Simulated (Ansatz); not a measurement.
**HgS: response to strain**

Base system: HgS in the zinc blende structure (space group F-43m, No. 216).

```
HgS
1.0
    0.00000     2.99589     2.99589
    2.99589     0.00000     2.99589
    2.99589     2.99589     0.00000
S Hg
1 1
Direct
  0.25000   0.25000   0.25000
  0.00000   0.00000   0.00000
```

Strains are applied to the cell and any free atomic positions relax.

Method: PBE (Ansatz, an electronic-structure program; PAW; 420 eV plane waves; no spin-orbit coupling).

Notes on the quantities. energy relative to the base: free energy F.

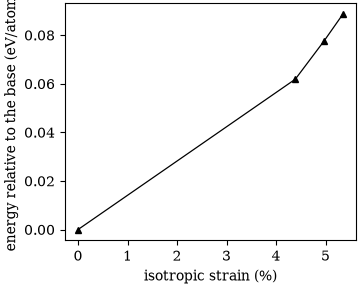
Figure. Energy relative to the base against isotropic strain

Problem. From the plot, what is the energy relative to the base for isotropic strain +4.97 %?

Solution. About 0.078 eV/atom.

Problem. Is the trend monotonic over the range shown?

Solution. Yes, it rises throughout, spanning 0 meV/atom to +89 meV/atom.

The mesh was chosen for an insulator and is coarse for the gapless case. Whether these cells are dynamically stable was not tested. The final runs are not spin-polarised.
